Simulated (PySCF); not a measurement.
# C4H16B2N2: NMR shifts at several levels of theory, part 2 of 2

PySCF 2.14.0. Atoms count from 0. The steps go on from the part before.

### 5 Nuclear shieldings: wB97X-D/pcSseg-1

What the job is given:

```
{"job": {"kind": "nmr", "xc": "wB97X-D", "basis": "pcSseg-1", "pop": false}, "charge": 0, "multiplicity": 1}
C      1.919927    -0.208861    -1.319331
N      1.167368    -0.049086    -0.076027
C      2.084118     0.037376     1.059682
B     -0.038222    -1.085684     0.114299
N     -1.167407     0.049020     0.075342
C     -1.918832     0.208712     1.319318
C     -2.085196    -0.037217    -1.059571
B      0.038110     1.085510    -0.116028
H      1.229242    -0.272262    -2.167613
H      2.521554    -1.131399    -1.287390
H      2.589611     0.651966    -1.475656
H      2.755870     0.903220     0.945681
H      2.690051    -0.879977     1.133592
H      1.516106     0.155831     1.989148
H     -0.130529    -1.848087    -0.832278
H      0.008992    -1.638087     1.199841
H     -2.588106    -0.652299     1.476399
H     -1.227449     0.272419     2.167018
H     -2.520813     1.131038     1.287896
H     -2.690717     0.880441    -1.133073
H     -1.517955    -0.156084    -1.989449
H     -2.757250    -0.902723    -0.944810
H      0.130412     1.848819     0.829836
H     -0.009186     1.636882    -1.202076
```

Method: GIAO wB97X-D/pcSseg-1 NMR shielding, non-relativistic, gas phase.

What it wrote:

```text
coarse grid: 18560 points
cycle   1  E = -321.1118173817  dE =  1.023e+00  |g| = 2.700e-01  |ddm| = 3.903e+00
cycle   2  E = -321.1357954347  dE = -2.398e-02  |g| = 9.776e-02  |ddm| = 4.723e-01
cycle   3  E = -321.1381232776  dE = -2.328e-03  |g| = 4.082e-02  |ddm| = 1.332e-01
cycle   4  E = -321.1385660873  dE = -4.428e-04  |g| = 7.017e-03  |ddm| = 4.557e-02
cycle   5  E = -321.1385759795  dE = -9.892e-06  |g| = 3.832e-03  |ddm| = 1.011e-02
cycle   6  E = -321.1385790279  dE = -3.048e-06  |g| = 5.725e-04  |ddm| = 3.594e-03
final grid: 175184 points
cycle   7  E = -321.1831587186  dE = -2.718e-04  |g| = 7.507e-03  |ddm| = 5.570e-02
cycle   8  E = -321.1831625486  dE = -3.830e-06  |g| = 7.195e-03  |ddm| = 1.491e-02
cycle   9  E = -321.1831726943  dE = -1.015e-05  |g| = 7.283e-04  |ddm| = 4.395e-03
cycle  10  E = -321.1831728297  dE = -1.354e-07  |g| = 3.683e-04  |ddm| = 1.658e-03
cycle  11  E = -321.1831728648  dE = -3.507e-08  |g| = 5.748e-05  |ddm| = 4.241e-04
cycle  12  E = -321.1831728658  dE = -1.054e-09  |g| = 1.099e-05  |ddm| = 1.317e-04
cycle  13  E = -321.1831728659  dE = -6.139e-11  |g| = 3.650e-06  |ddm| = 3.528e-05
converged SCF energy = -321.1831728659

GIAO shielding tensors (ppm)
atom      isotropic    diamagn.    paramagn.     s11        s22        s33       span
  0 C      130.785     245.192    -114.407    103.512    114.277    174.566     71.055
  1 N      246.878     325.584     -78.706    225.508    241.252    273.875     48.367
  2 C      130.817     245.187    -114.371    103.567    114.288    174.594     71.027
  3 B      101.523     196.026     -94.502     89.909     98.829    115.833     25.924
  4 N      246.878     325.584     -78.706    225.508    241.251    273.875     48.367
  5 C      130.788     245.196    -114.408    103.551    114.249    174.563     71.012
  6 C      130.814     245.184    -114.370    103.528    114.316    174.597     71.069
  7 B      101.523     196.026     -94.502     89.909     98.829    115.833     25.924
  8 H       28.716      31.394      -2.678     24.335     27.786     34.027      9.692
  9 H       29.224      29.973      -0.749     25.697     26.589     35.386      9.689
 10 H       29.225      29.964      -0.739     25.690     26.591     35.395      9.704
 11 H       29.225      29.964      -0.739     25.692     26.590     35.392      9.701
 12 H       29.225      29.969      -0.744     25.697     26.589     35.390      9.693
 13 H       28.718      31.394      -2.676     24.333     27.790     34.030      9.697
 14 H       28.518      34.806      -6.288     25.254     30.109     30.192      4.938
 15 H       28.520      34.809      -6.289     25.254     30.113     30.192      4.938
 16 H       29.225      29.967      -0.742     25.691     26.591     35.394      9.703
 17 H       28.716      31.397      -2.682     24.334     27.788     34.025      9.691
 18 H       29.224      29.975      -0.751     25.697     26.590     35.386      9.689
 19 H       29.225      29.967      -0.742     25.696     26.588     35.389      9.693
 20 H       28.718      31.390      -2.672     24.335     27.788     34.032      9.697
 21 H       29.225      29.961      -0.736     25.691     26.590     35.393      9.702
 22 H       28.519      34.805      -6.286     25.254     30.112     30.190      4.936
 23 H       28.519      34.810      -6.291     25.254     30.110     30.194      4.940
```

Wall time 35 s (8 threads of Intel Xeon Platinum 8259CL at 2.50GHz (Skylake/Cascade Lake), shared host).

In short: δ C0 53.7, N1 17.1, B3 0.1, H14 2.86, H8 2.32 ppm (means over like atoms).

### 6 Nuclear shieldings: KT2/pcSseg-1

The job, as its differences from that of step 5:

```diff
@@ -1,2 +1,2 @@
-{"job": {"kind": "nmr", "xc": "wB97X-D", "basis": "pcSseg-1", "pop": false}, "charge": 0, "multiplicity": 1}
+{"job": {"kind": "nmr", "xc": "KT2", "basis": "pcSseg-1", "pop": false}, "charge": 0, "multiplicity": 1}
 C      1.919927    -0.208861    -1.319331
```

With the program's defaults for keys left out, this is: GIAO KT2/pcSseg-1 NMR shielding, non-relativistic, gas phase.

What it wrote:

```text
coarse grid: 18560 points
cycle   1  E = -326.7673027584  dE =  4.198e-01  |g| = 4.780e-01  |ddm| = 4.019e+00
cycle   2  E = -326.7239930465  dE =  4.331e-02  |g| = 6.243e-01  |ddm| = 1.353e+00
cycle   3  E = -326.8420474618  dE = -1.181e-01  |g| = 1.081e-01  |ddm| = 9.116e-01
cycle   4  E = -326.8444980073  dE = -2.451e-03  |g| = 4.670e-02  |ddm| = 1.647e-01
cycle   5  E = -326.8449267474  dE = -4.287e-04  |g| = 3.400e-03  |ddm| = 3.139e-02
cycle   6  E = -326.8449288283  dE = -2.081e-06  |g| = 1.721e-03  |ddm| = 5.257e-03
final grid: 175184 points
cycle   7  E = -326.8169910830  dE = -3.492e-04  |g| = 1.418e-02  |ddm| = 8.715e-02
cycle   8  E = -326.8168977626  dE =  9.332e-05  |g| = 2.358e-02  |ddm| = 4.070e-02
cycle   9  E = -326.8170402286  dE = -1.425e-04  |g| = 2.959e-03  |ddm| = 2.806e-02
cycle  10  E = -326.8170419912  dE = -1.763e-06  |g| = 5.743e-04  |ddm| = 2.065e-03
cycle  11  E = -326.8170420730  dE = -8.179e-08  |g| = 9.179e-05  |ddm| = 5.401e-04
cycle  12  E = -326.8170420752  dE = -2.187e-09  |g| = 4.395e-05  |ddm| = 1.485e-04
cycle  13  E = -326.8170420757  dE = -5.115e-10  |g| = 3.587e-06  |ddm| = 4.729e-05
converged SCF energy = -326.8170420757

GIAO shielding tensors (ppm)
atom      isotropic    diamagn.    paramagn.     s11        s22        s33       span
  0 C      128.385     246.942    -118.557     99.800    111.175    174.180     74.380
  1 N      235.802     324.628     -88.826    213.818    230.415    263.173     49.355
  2 C      128.416     246.939    -118.523     99.856    111.184    174.207     74.351
  3 B       98.335     199.923    -101.588     87.856     93.600    113.548     25.691
  4 N      235.802     324.627     -88.826    213.818    230.414    263.173     49.355
  5 C      128.387     246.945    -118.558     99.841    111.145    174.176     74.335
  6 C      128.413     246.936    -118.523     99.815    111.213    174.211     74.396
  7 B       98.335     199.923    -101.588     87.857     93.600    113.548     25.691
  8 H       28.449      31.826      -3.377     24.440     27.458     33.450      9.011
  9 H       28.939      30.045      -1.106     25.653     26.412     34.753      9.100
 10 H       28.939      30.035      -1.096     25.644     26.413     34.760      9.116
 11 H       28.939      30.036      -1.097     25.646     26.412     34.759      9.113
 12 H       28.939      30.042      -1.103     25.652     26.413     34.753      9.101
 13 H       28.450      31.825      -3.375     24.436     27.461     33.453      9.017
 14 H       27.970      34.914      -6.944     24.723     29.285     29.902      5.179
 15 H       27.972      34.918      -6.946     24.722     29.290     29.903      5.180
 16 H       28.939      30.038      -1.099     25.645     26.413     34.760      9.115
 17 H       28.449      31.829      -3.381     24.438     27.460     33.448      9.010
 18 H       28.939      30.047      -1.107     25.653     26.413     34.753      9.100
 19 H       28.939      30.041      -1.102     25.652     26.412     34.753      9.101
 20 H       28.451      31.822      -3.371     24.438     27.459     33.455      9.018
 21 H       28.939      30.033      -1.094     25.646     26.412     34.760      9.114
 22 H       27.970      34.913      -6.943     24.723     29.289     29.900      5.177
 23 H       27.971      34.918      -6.947     24.723     29.286     29.905      5.182
```

Run time: 25 s. Hardware: 8 threads of Intel Xeon Platinum 8259CL at 2.50GHz (Skylake/Cascade Lake), shared host.

This run: δ C0 54.8, N1 28.5, B3 1.6, H14 3.21, H8 2.40 ppm (means over like atoms).

### 7 Nuclear shieldings: HF/pcSseg-1

The job, as its differences from that of step 6:

```diff
@@ -1,2 +1,2 @@
-{"job": {"kind": "nmr", "xc": "KT2", "basis": "pcSseg-1", "pop": false}, "charge": 0, "multiplicity": 1}
+{"job": {"kind": "nmr", "xc": "HF", "basis": "pcSseg-1", "pop": false}, "charge": 0, "multiplicity": 1}
 C      1.919927    -0.208861    -1.319331
```

With the program's defaults for keys left out, this is: GIAO HF/pcSseg-1 NMR shielding, non-relativistic, gas phase.

What it wrote:

```text
final grid: 175184 points
cycle   1  E = -318.9363781877  dE =  1.623e+00  |g| = 5.447e-01  |ddm| = 3.845e+00
cycle   2  E = -319.0327776615  dE = -9.640e-02  |g| = 2.059e-01  |ddm| = 7.194e-01
cycle   3  E = -319.0429276385  dE = -1.015e-02  |g| = 7.379e-02  |ddm| = 1.999e-01
cycle   4  E = -319.0444975018  dE = -1.570e-03  |g| = 1.433e-02  |ddm| = 9.410e-02
cycle   5  E = -319.0445428369  dE = -4.534e-05  |g| = 2.554e-03  |ddm| = 1.102e-02
cycle   6  E = -319.0445453975  dE = -2.561e-06  |g| = 4.598e-04  |ddm| = 4.611e-03
cycle   7  E = -319.0445454987  dE = -1.012e-07  |g| = 1.422e-04  |ddm| = 8.773e-04
cycle   8  E = -319.0445455094  dE = -1.068e-08  |g| = 3.799e-05  |ddm| = 3.614e-04
cycle   9  E = -319.0445455103  dE = -8.704e-10  |g| = 7.510e-06  |ddm| = 1.050e-04
converged SCF energy = -319.0445455103

GIAO shielding tensors (ppm)
atom      isotropic    diamagn.    paramagn.     s11        s22        s33       span
  0 C      142.557     242.093     -99.536    118.874    128.257    180.539     61.665
  1 N      265.083     328.936     -63.853    246.057    261.637    287.556     41.499
  2 C      142.583     242.090     -99.507    118.924    128.262    180.564     61.640
  3 B      112.480     190.657     -78.177    101.382    111.718    124.340     22.958
  4 N      265.083     328.936     -63.853    246.057    261.637    287.556     41.499
  5 C      142.559     242.098     -99.538    118.909    128.232    180.537     61.628
  6 C      142.581     242.085     -99.505    118.889    128.286    180.567     61.678
  7 B      112.480     190.657     -78.177    101.382    111.718    124.340     22.958
  8 H       29.124      30.823      -1.699     24.218     28.227     34.926     10.708
  9 H       29.656      29.983      -0.327     25.692     26.900     36.377     10.684
 10 H       29.658      29.976      -0.319     25.686     26.903     36.385     10.699
 11 H       29.657      29.976      -0.319     25.687     26.900     36.384     10.697
 12 H       29.657      29.982      -0.325     25.691     26.902     36.377     10.686
 13 H       29.125      30.822      -1.697     24.215     28.230     34.929     10.713
 14 H       29.212      34.487      -5.274     25.809     30.442     31.386      5.577
 15 H       29.214      34.489      -5.276     25.810     30.443     31.388      5.578
 16 H       29.658      29.979      -0.322     25.686     26.902     36.384     10.698
 17 H       29.124      30.826      -1.702     24.217     28.230     34.924     10.708
 18 H       29.657      29.985      -0.329     25.693     26.901     36.377     10.684
 19 H       29.656      29.980      -0.324     25.691     26.902     36.376     10.686
 20 H       29.125      30.818      -1.693     24.217     28.228     34.931     10.714
 21 H       29.657      29.973      -0.316     25.686     26.901     36.385     10.698
 22 H       29.213      34.486      -5.273     25.809     30.440     31.388      5.579
 23 H       29.213      34.490      -5.277     25.809     30.445     31.386      5.577
```

It took 13 s on 8 threads of Intel Xeon Platinum 8259CL at 2.50GHz (Skylake/Cascade Lake), shared host.

Key values: δ C0 48.3, N1 0.6, B3 2.8, H14 2.47, H8 2.21 ppm (means over like atoms).

### 8 Side by side: NMR shifts

Shifts (ppm), means over like atoms, with basis size and wall time:

```csv
run,C0,H14,H8,N1,B3,functions,time
PBE0/pcSseg-1,53.7,2.97,2.33,20.5,0.2,216,27 s
PBE/pcSseg-1,55.5,3.13,2.39,30.1,-0.5,216,24 s
wB97X-D/pcSseg-1,53.7,2.86,2.32,17.1,0.1,216,35 s
KT2/pcSseg-1,54.8,3.21,2.40,28.5,1.6,216,25 s
HF/pcSseg-1,48.3,2.47,2.21,0.6,2.8,216,13 s
```

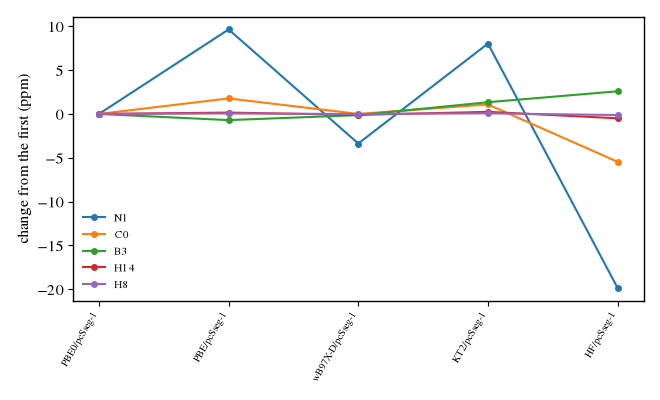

How the tabulated atoms move from run to run.

### 9 Summary of results

What follows sums up all 2 parts.

| quantity | value |
| --- | --- |
| point group | D2h |
| rotational constants (main isotopes) | 3.41, 1.48, 1.27 GHz |
| ¹³C shifts against TMS (PBE0/pcSseg-1, means over atoms taken as alike) | 53.7 ppm |
| ¹H shifts against TMS (PBE0/pcSseg-1, means over atoms taken as alike) | 2.97, 2.33 ppm |
| ¹⁵N shifts against NH3 (PBE0/pcSseg-1, means over atoms taken as alike) | 20.5 ppm |
| ¹¹B shifts against BF3·OEt2 (PBE0/pcSseg-1, means over atoms taken as alike) | 0.2 ppm |
| range of the shift of N1 (with its like atoms) | 0.6 to 30.1 ppm |

What this shows: Single values in the summary come from the first sound run of each kind (PBE0/pcSseg-1), which need not be the best level. Relaxing lowered the energy by 0.085 eV in 6 steps; the close pair that moved most is B3–H15, from 1.186 to 1.219 Å. At PBE0/pcSseg-1: Shielding is most anisotropic at C0, C2, C5, C6 (span 72 ppm, paramagnetic term -115 ppm). Across the 5 runs the shift of N1 (with its like atoms) moves most, between 0.6 (HF/pcSseg-1) and 30.1 ppm (PBE/pcSseg-1).
